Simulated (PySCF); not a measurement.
System: C3H2 (propadienylidene (H2CCC)).

Input file:

```
{"job": {"kind": "nmr", "xc": "PBE0", "basis": "pcSseg-1"}, "charge": 0, "multiplicity": 1}
C      1.882583    -0.195452    -0.835769
C      0.706630    -0.077306    -0.316225
C     -0.502573     0.044610     0.217127
H     -1.047790     0.997836     0.194987
H     -1.005354    -0.803394     0.701746
```

Command:

```sh
OMP_NUM_THREADS=1 python probes_run.py task.json out
```

Geometry: PBE0-D3(BJ)/def2-SVP.

Theory: PySCF, PBE0/pcSseg-1, SCF density, gas phase, non-relativistic.

> What can the converged electron density and electron localisation function tell about the bonding?

C–C (1.29 Å): the density is about 2.5 e/Å³ at the midpoint; the ELF peaks at about 0.90 between the atoms: a multiple bond.
C–H (1.10 Å): the density is about 2 e/Å³ at the midpoint; the ELF climbs to about 1 towards the hydrogen, as it does in any bond to H; an ordinary covalent bond to hydrogen.

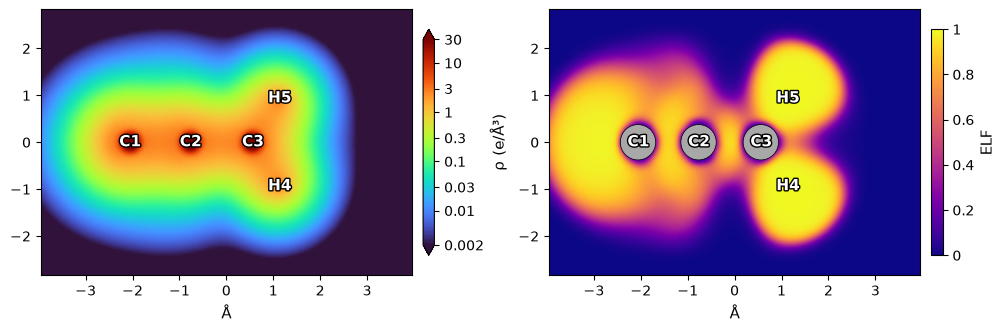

Computed electron density and electron localisation function on the molecular plane, in this order. Grey discs cover the atomic cores in the ELF map. 
